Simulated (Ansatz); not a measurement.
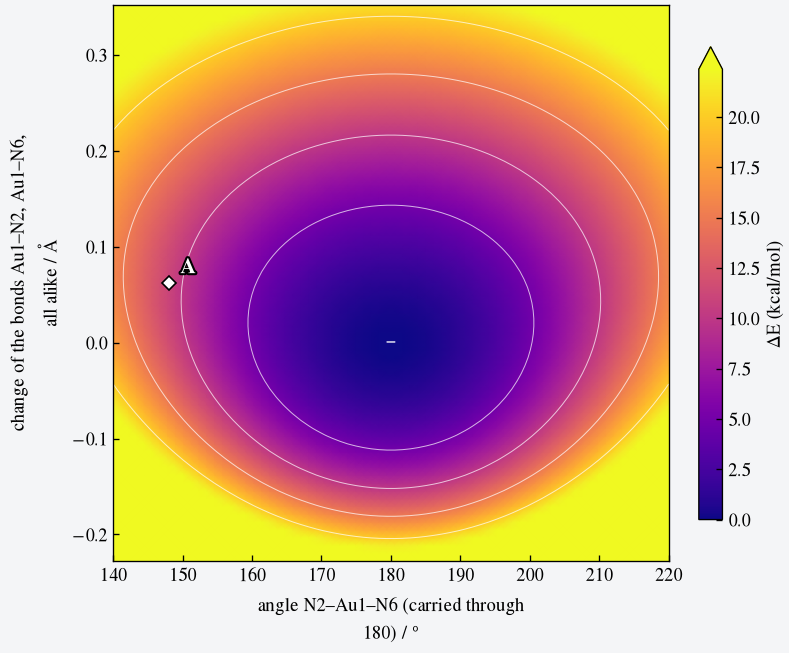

[Au(NH3)2]+, charge +1. The first coordinate is: angle N2–Au1–N6 (carried through 180); the second: change of the bonds Au1–N2, Au1–N6, all alike. Nothing is relaxed (all other coordinates rigid). Grid: 11 × 11 points. Points are written as (first, second). Energies are in kcal/mol, from the lowest grid point. Level of theory: RKS BHLYP-D4/def2-TZVP in Ansatz 0.2.0.

In the figure: a smooth colour map with a few white contour lines, one colour for all values above the top of the scale, the point A. Between grid points the surface is interpolated.

### Is A at rest? If not, where is it pushed?

A, at (148°, 0.062 Å), is not a stationary point. The computed force is 0.57 kcal/mol for each degree towards larger values of the first coordinate and 7 kcal/mol for each Å towards smaller values of the second coordinate.
